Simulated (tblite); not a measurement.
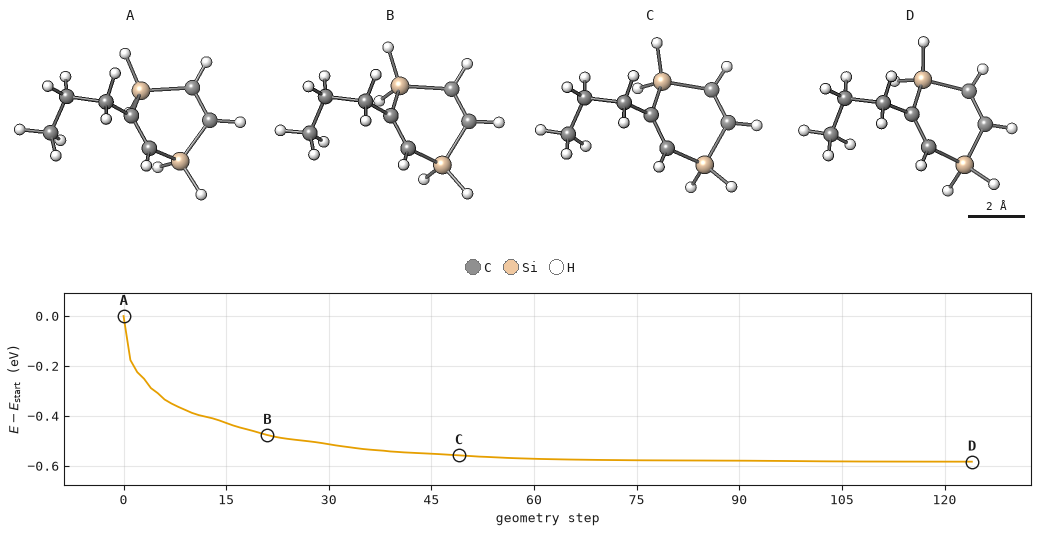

Frames of a relaxation of C₇H₁₄Si₂, marked on the history of the run. Style: ball-and-stick. Shown at a tilt.

Level of theory: GFN2-xTB geometry optimisation, gas phase in tblite 0.8.0. 

**What happens along the run?**

Over 124 geometry steps the energy falls by 0.583 eV. The atom that moves furthest after the best rigid fit is an H atom (1.31 Å). Largest moves by element: H 1.31 Å, Si 0.50 Å, C 0.44 Å. Near-neighbour distances that change, for instance: Si–Si 2.928 → 3.434 Å, C–H 1.138 → 1.094 Å, C–Si 1.850 → 1.890 Å, C–C 1.476 → 1.503 Å. Among the angles between lasting bonds that change: C–C–Si 114.7° → 125.7°, C–C–Si 114.1° → 124.3°, Si–C–C 116.4° → 123.7°. From step 0 to 21: an H atom moves most (0.55 Å), energy −0.476 eV. From step 21 to 49: an H atom moves most (0.56 Å), energy −0.081 eV. From step 49 to 124: H atoms move most (0.36 Å), energy −0.025 eV.
